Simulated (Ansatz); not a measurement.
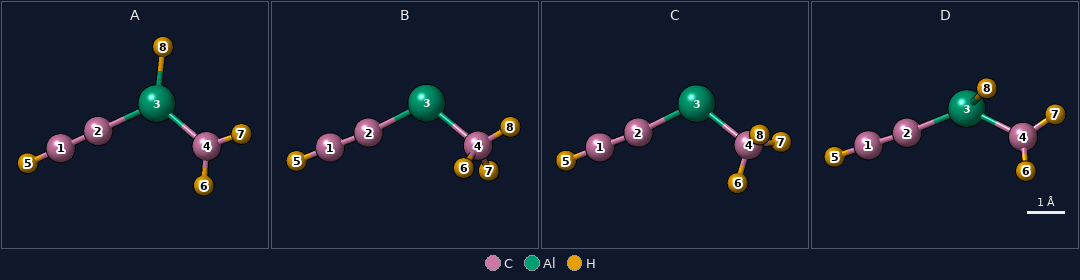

4 geometries from a converged minimum-energy path of C$_{3}$H$_{4}$Al (multiplicity 2), shuffled. Style: ball-and-stick. Shown at a tilt.

The calculation used Ansatz, UKS r2SCANh/def2-SVP. Run with 5 movable images; climbing image; force threshold 0.03 eV/Å; iteration limit 60; starting path through a guess of the saddle point.

Which frame is the transition state?

Answer. D. In order along the path, whose images run from 0 to 6: B (image 0, 0.0 kcal/mol), C (image 1, +0.3 kcal/mol), D (image 3, +51.9 kcal/mol), A (image 6, +15.5 kcal/mol). A hydrogen atom shifts from one atom to another. Breaking: C4–H8 (1.10 → 1.84 at the top → 3.07 Å). Forming: Al3–H8 (2.62 → 1.67 at the top → 1.58 Å).

Cost: 4.6 min on 2 threads of AMD EPYC 9R14 (Zen 4), on a shared host, peak memory 0.26 GiB.
